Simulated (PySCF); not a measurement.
**M06-2X/def2-SVP (density fitting) run of C2H7BFN (SMILES F[BH-]1CC[NH2+]1)**

Aim: the vertical ionisation energy of C2H7BFN at M06-2X/def2-SVP (density fitting), from 2 runs. 

Program for the calculation: PySCF 2.14.0.

2 further runs of the same task are left out: 2 set aside as unsound or not needed.

## 1. The structure to begin with

C2H7BFN has 12 atoms, charge 0, and is taken as a singlet. As SMILES, `F[BH-]1CC[NH2+]1`. The coordinates come from a GFN2-xTB relaxation.

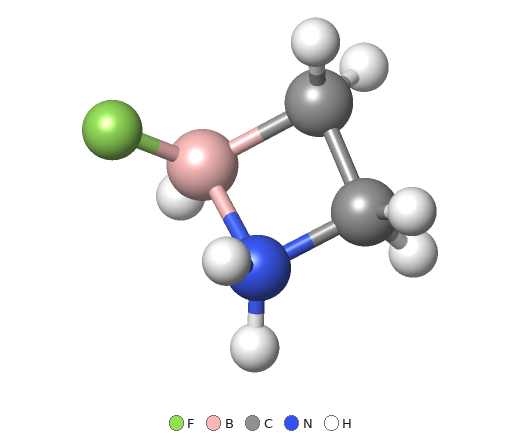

Viewed from a chosen angle; fluorine green, boron pink, carbon grey, nitrogen blue, hydrogen white.

## 2. A single-point energy at M06-2X/def2-SVP (density fitting)

Contents of input.py:

```python
from pyscf import gto, dft
from pyscf import df

mol = gto.M(
    atom='''
F   -1.832320  -1.232530  -0.319870
B   -1.150770  -0.147360   0.179550
C    0.214830  -0.447700   1.028720
C    0.993770   0.327600  -0.031660
N   -0.083680   0.327260  -1.045930
H   -1.859700   0.751260   0.480160
H    0.314010  -0.039930   2.029420
H    0.503290  -1.495320   1.058800
H    1.193360   1.352360   0.279550
H    1.921240  -0.120470  -0.396190
H   -0.006560  -0.458470  -1.684630
H   -0.207460   1.183300  -1.577900
''',
    spin=0,
    verbose=4,
    basis='def2-svp',
    max_memory=1860,
    charge=0,
)

mf = dft.RKS(mol, xc='m06-2x')
mf = mf.density_fit(auxbasis=df.aug_etb(mol, beta=2.0))
mf.conv_tol = 1e-10
mf.grids.level = 4
mf.kernel()
if not mf.converged:
    mf = mf.newton().run(mf.mo_coeff, mf.mo_occ)

etot = mf.e_tot
print('E(%s) = %.9f' % ('M06-2X', etot))
```

Launch:

```sh
OMP_NUM_THREADS=1 python input.py
```

Standard output:

```text
PySCF version 2.14.0

[... 107 lines left out ...]
converged SCF energy = -259.615248229006
E(M06-2X) = -259.615248229
```

Wall time 48 s (1 thread of Arm Neoverse V1, shared host); peak memory 0.52 GiB.

## 3. The doublet cation at the same level

Contents of input.xyz:

```xyz
12

F     -1.832320    -1.232530    -0.319870
B     -1.150770    -0.147360     0.179550
C      0.214830    -0.447700     1.028720
C      0.993770     0.327600    -0.031660
N     -0.083680     0.327260    -1.045930
H     -1.859700     0.751260     0.480160
H      0.314010    -0.039930     2.029420
H      0.503290    -1.495320     1.058800
H      1.193360     1.352360     0.279550
H      1.921240    -0.120470    -0.396190
H     -0.006560    -0.458470    -1.684630
H     -0.207460     1.183300    -1.577900
```

Contents of run.py:

```python
from pyscf import gto, dft
from pyscf import df

system = gto.Mole()
system.atom = 'input.xyz'
system.max_memory = 1860
system.charge = 1
system.spin = 1
system.basis = 'def2-svp'
system.verbose = 3
system.build()

mf = dft.UKS(system, xc='m06-2x')
mf = mf.density_fit(auxbasis=df.aug_etb(system, beta=2.0))
mf.conv_tol = 1e-10
mf.grids.level = 4
mf.kernel()
if not mf.converged:
    mf = mf.newton().run(mf.mo_coeff, mf.mo_occ)

e_tot = mf.e_tot
print('E(%s) = %.9f' % ('M06-2X', e_tot))
```

Launch:

```sh
OMP_NUM_THREADS=1 python run.py
```

Standard output:

```text
WARN: HOMO -0.31821575373028 >= LUMO -0.318215753730282

converged SCF energy = -259.257695789059  <S^2> = 0.75548622  2S+1 = 2.0054787
E(M06-2X) = -259.257695789
```

Run time: 2.2 min. Hardware: 1 thread of Arm Neoverse V1, shared host; peak memory 0.58 GiB.

## 4. Results

Level: M06-2X/def2-SVP (density fitting).

```
                                          quantity          value
                     singlet C2H7BFN: total energy  -259.61525 Eh
                    singlet C2H7BFN: dipole moment         4.76 D
                      singlet C2H7BFN: HOMO energy       -8.48 eV
                      singlet C2H7BFN: LUMO energy        1.77 eV
                    singlet C2H7BFN: HOMO–LUMO gap       10.25 eV
                      doublet cation: total energy  -259.25770 Eh
doublet cation: HOMO energy (highest over α and β)      -16.40 eV
 doublet cation: LUMO energy (lowest over α and β)      -11.03 eV
                              doublet cation: ⟨S²⟩          0.755
vertical ionisation energy (to the doublet cation)       9.729 eV
```

The vertical ionisation energy comes to 9.73 eV (224 kcal/mol). The negative HOMO energy of the first species, 8.48 eV, lies 1.25 eV below that difference. Mulliken charges (doublet cation) run from -0.20 on N5 to +0.22 on H12.
